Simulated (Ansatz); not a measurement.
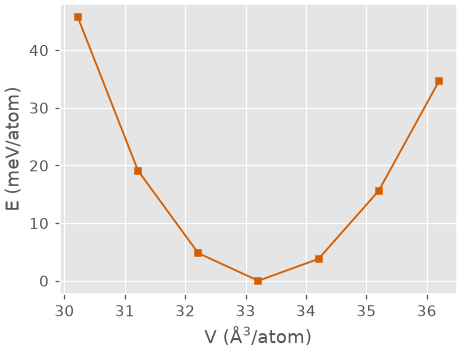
Figure. Bi in space group Pmma (No. 51; Bi on 2e) under volume change, PBEsol in the plane-wave PAW code Ansatz, shape and atoms relaxed at each volume.

Question: What does a third-order Birch–Murnaghan fit give for V₀, B₀ and B′?

Answer: V₀ = 33.22 Å³/atom, B₀ = 47.9 GPa, B′ = 3.5.

The workflow started from a Materials Project entry (that database holds measured and hypothetical structures alike); the Crystallography Open Database copy checked does not list it. It is not the phase usual at ambient conditions (space group No. 166). Symmetry was held in the PBEsol relaxation; of distortions, only those at the zone centre were tested. Scalar-relativistic: spin–orbit coupling is off unless named, which matters more the heavier the elements.

Potentials: the later of the program's two PAW sets.
